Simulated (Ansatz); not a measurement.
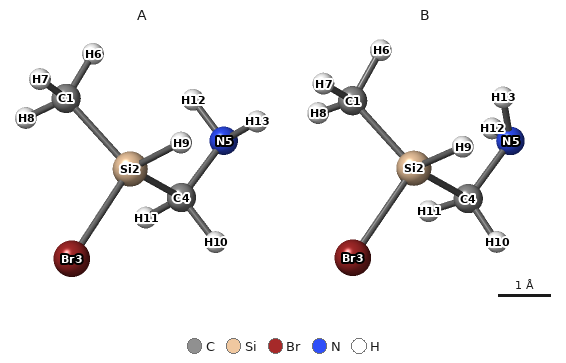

Two geometries of C2H8BrNSi, drawn at one scale. One is the start of a relaxation, the other its converged end. The picture is a ball-and-stick view, seen from a free direction.

All numbers below come from RKS PBE-D4/def2-SVP (Ansatz). (no spin polarisation; force threshold 0.015 eV/Å; at most 40 steps)

Which of the two is the end point?

Structure A is the relaxed one. The run prepares an end point of a later path (inversion) calculation, from a guessed geometry. H13 moves most after the best rigid fit: 0.85 Å. By element the largest moves are H 0.85 Å, Br 0.20 Å, N 0.11 Å, C 0.11 Å, Si 0.03 Å. Among the contacts that change: C1–Si2 1.796 → 1.885 Å, C4–H10 1.033 → 1.111 Å, Si2–Br3 2.208 → 2.265 Å, C1–H6 1.164 → 1.110 Å. Bond angles that change, for instance: Si2–C4–H11 103.8° → 110.4°, H10–C4–H11 111.5° → 105.3°, H6–C1–H7 103.0° → 107.9°. Groups turn about C4–N5 by about 55°. The energy falls by 55.1 kJ/mol in 8 accepted moves (9 points after the start). Largest force component: 3.9 eV/Å at the start, 0.012 eV/Å at the end. The line search rejected the trial step at point 6 of the run. The run took 34 s on 2 threads of Arm Neoverse V2, with other jobs on the host, peak memory 0.18 GiB.
